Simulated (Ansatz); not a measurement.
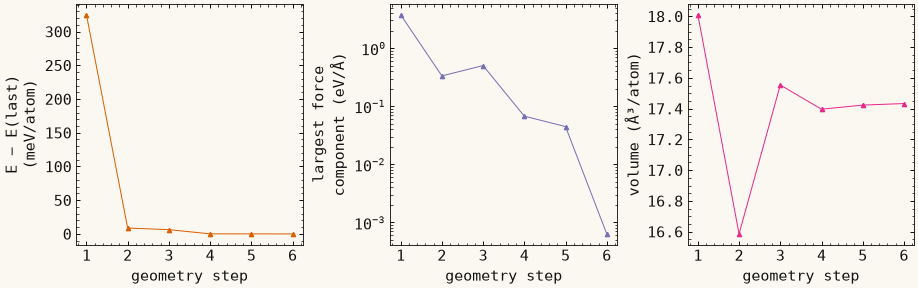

History of a geometry optimisation. Atoms and cell relax. A closing SCF on a freshly chosen basis isn't drawn.

```
crystal:
  lattice:
    - [3.413413, 0.0, 0.0]
    - [-1.706706, 2.956105, 0.0]
    - [0.0, 0.0, 8.924576]
  atoms:
    - { symbol: W, position: [0.3333, 0.6667, 0.141] }
    - { symbol: W, position: [0.6667, 0.3333, 0.859] }
    - { symbol: Se, position: [0.3333, 0.6667, 0.667] }
    - { symbol: Se, position: [0.6667, 0.3333, 0.333] }
    - { symbol: C, position: [0.0, 0.0, 0.0] }
  symmetry: { tolerance: 0.0003 }
kpoints:
  mp_grid: { grid: [6, 6, 2], shift: [0, 0, 0] }
magnetization:
  spin_polarized: false
scf:
  occupations: { method: fermi_dirac, width: 0.0399 }
  mixing: { preconditioner: resta }
  algorithm: density_mixing
hamiltonian:
  pseudopotentials: { kind: paw }
  xc: r2scan
basis:
  ecutwfc: 500
output:
  forces: true
  stress: true
  eigenvalues: true
relax:
  max_steps: 40
  cell: {}
```

Run as:
```bash
ansatz run input.yaml --threads 1 --pin off --max-ram 2560MiB --backend cpu --events-out ev --progress --plain --runs-dir out
```

**How did the optimisation end?**

The optimisation met its thresholds at geometry 6, counting the start as the first. The energy fell by about 320 meV/atom from the first step to the last. The largest force component goes from about 3.8 eV/Å at the start to 6 × 10⁻⁴ eV/Å at the end.

**What happens to the cell?**

The volume shrinks from 18.0 to 17.4 Å³ per atom (−3 %), overshooting to 16.6 at step 2. The start was expanded.
